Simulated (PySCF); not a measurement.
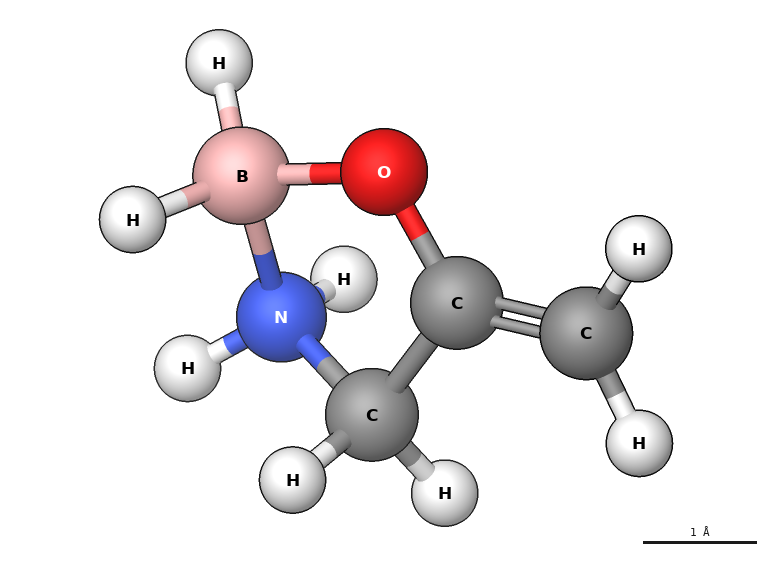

What does the picture show?

The molecule is C₃H₈BNO. As SMILES it reads `C=C1C[NH2+][BH2-]O1`. Independent rings (smallest set): 1 of 5 members. Among its groups: alkene, B–H bond. This geometry has C1 symmetry. Coordination: 2 C trigonal planar; 1 C tetrahedral; 1 N tetrahedral; 1 B tetrahedral; 1 O bent.

The parts below concern this one geometry. Atoms keep their numbers from picture to picture. The geometry was computed by an optimisation with PBE0-D3(BJ)/def2-SVP. No frequency run is at hand to confirm it as a minimum.

Ring current

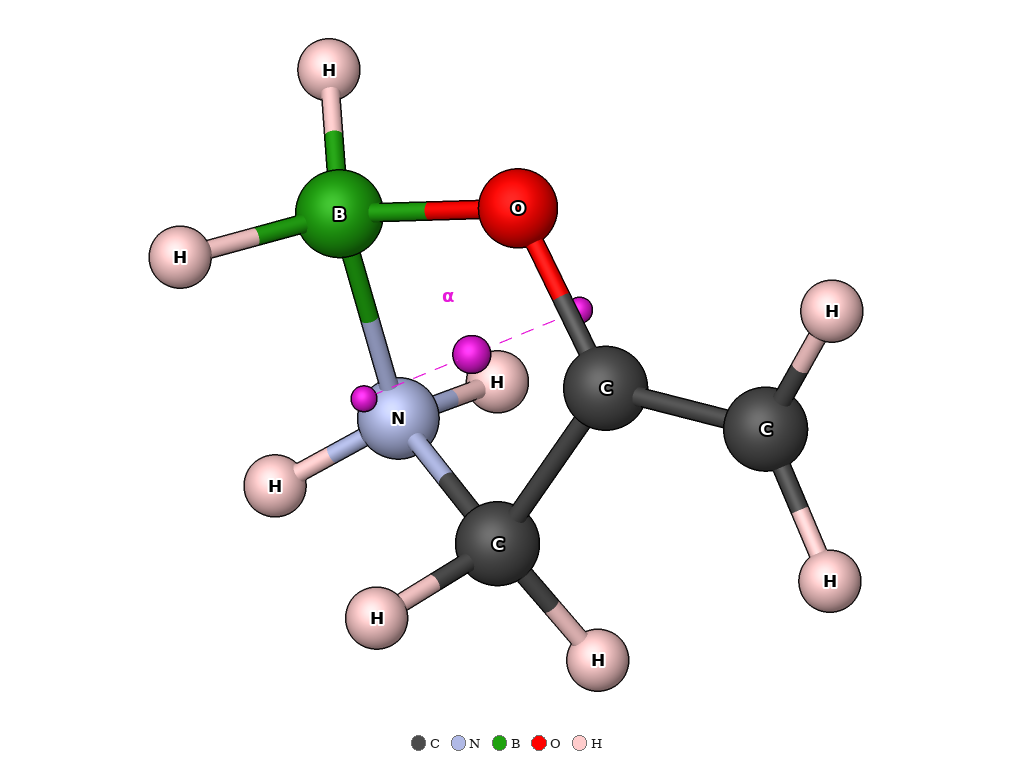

The small points mark where nucleus-independent chemical shifts (NICS) were computed: at the centre of each lettered ring and 1 Å above and below it. No frequency run is at hand to confirm it as a minimum. Method: GIAO PBE0/pcSseg-2 NMR shielding, non-relativistic, gas phase (PySCF 2.14.0).

Give NICS(0), NICS(1) and the out-of-plane component NICS(1)zz for each ring (means of the two sides).

```
ring  members  NICS(0)  NICS(1)  NICS(1)zz
   α    C2BNO     −4.7     −2.5       −3.7
```

Values in ppm.

> What do the values say about the ring currents?

Ring α: weak, as in a non-aromatic ring. NICS is one index among several.

Electronic properties

No frequency run is at hand to confirm it as a minimum. Properties computed with mPW1PW91/pcSseg-1, gas phase (PySCF 2.14.0).

What does the calculation give?

- dipole moment: 5.82 D
- HOMO energy (Kohn–Sham orbital): −5.98 eV
- LUMO energy (Kohn–Sham orbital): 0.21 eV
- HOMO–LUMO gap: 6.20 eV

Core levels

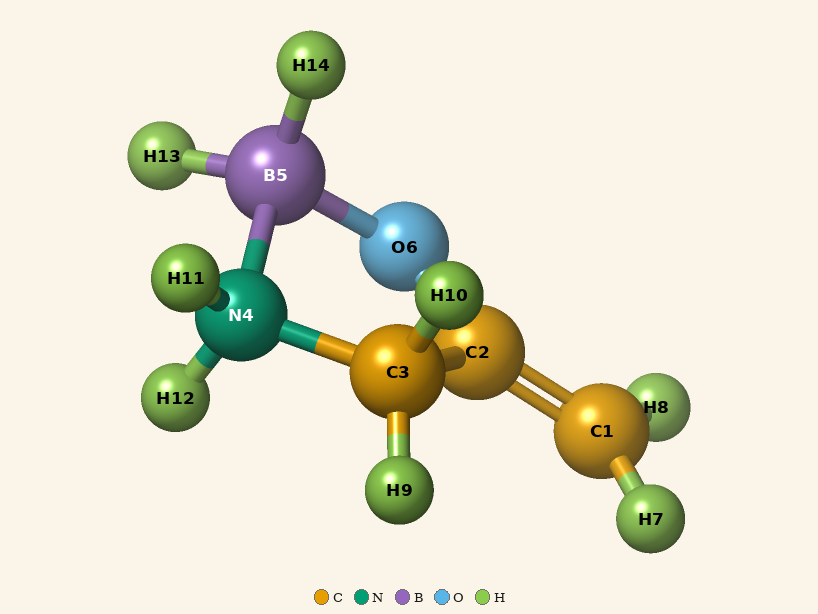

No frequency run is at hand to confirm it as a minimum. Method: delta-SCF UKS HF, pcX-2 on the ionised atom, pcseg-1 elsewhere, spin-free X2C (PySCF 2.14.0).

Give the core-electron binding energies (to vacuum) of C1 1s, C2 1s, C3 1s, N4 1s, B5 1s, O6 1s.

| atom | level | binding energy (eV) |
| --- | --- | --- |
| C1 | 1s | 289.2 |
| C2 | 1s | 291.6 |
| C3 | 1s | 292.7 |
| N4 | 1s | 407.4 |
| B5 | 1s | 195.4 |
| O6 | 1s | 536.7 |
